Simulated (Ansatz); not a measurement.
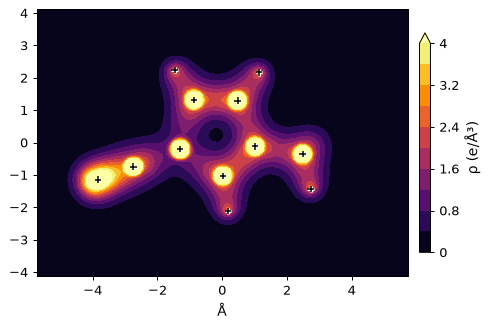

The total electron density on a plane through atoms (crosses mark nuclei in the plane).

Level of theory: Ansatz 0.2.0, isolated molecule in a Gaussian basis; Kohn-Sham density functional theory, functional PBE0.

Candidates:
A. C2HF3S (SMILES FC(F)(F)C=S)
B. C6H6BN (SMILES CC1=CB(C#N)C=C1)
C. C2H5BrSi (SMILES C=C([SiH3])Br)

> Which candidate gave the map?

Candidate B: C6H6BN on the plane of atoms C2, C1 and H11, which holds C, B, N and H. C–N (1.16 Å): the density is about 3.5 e/Å³ at the midpoint. C–C (1.34 Å): ρ is about 2.3 e/Å³ halfway.
